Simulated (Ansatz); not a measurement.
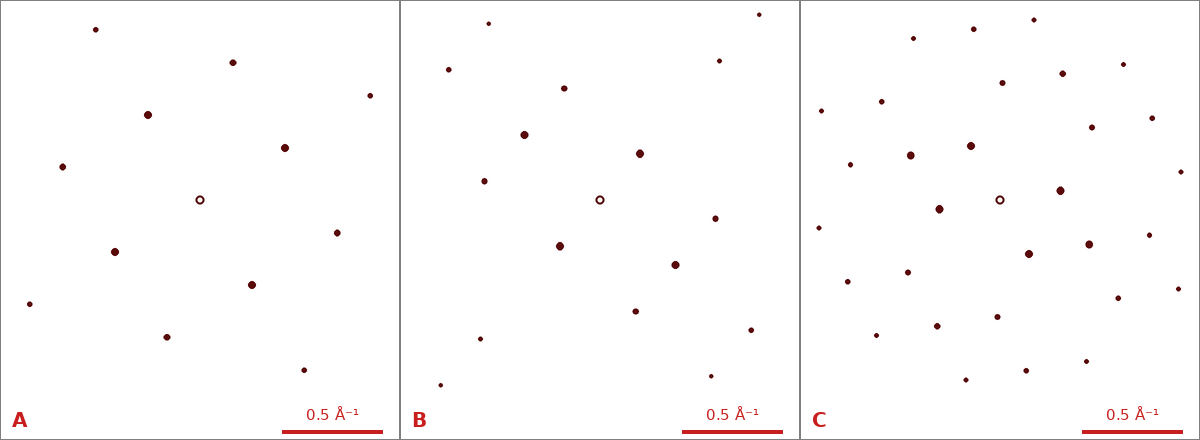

The patterns are kinematic simulations for 120 kV electrons (no multiple scattering; isotropic B = 0.5 Å²).

All three come from Ge, space group Fd-3m (No. 227), a = 5.67 Å. Structure: the input geometry of an electronic-structure calculation (not necessarily at equilibrium).

Q: Assign the zone axes [001], [110], [211] to A, B and C.

A: A is [001]: square net of 2 -2 0 at d = 2.01 Å and 2 2 0 at d = 2.01 Å, at 90.0°. B is [211]: rectangular net of -1 1 1 at d = 3.27 Å and 0 -2 2 at d = 2.01 Å, at 90.0°. C is [110]: centred rectangular net of -1 1 -1 at d = 3.27 Å and -1 1 1 at d = 3.27 Å, at 70.5°.
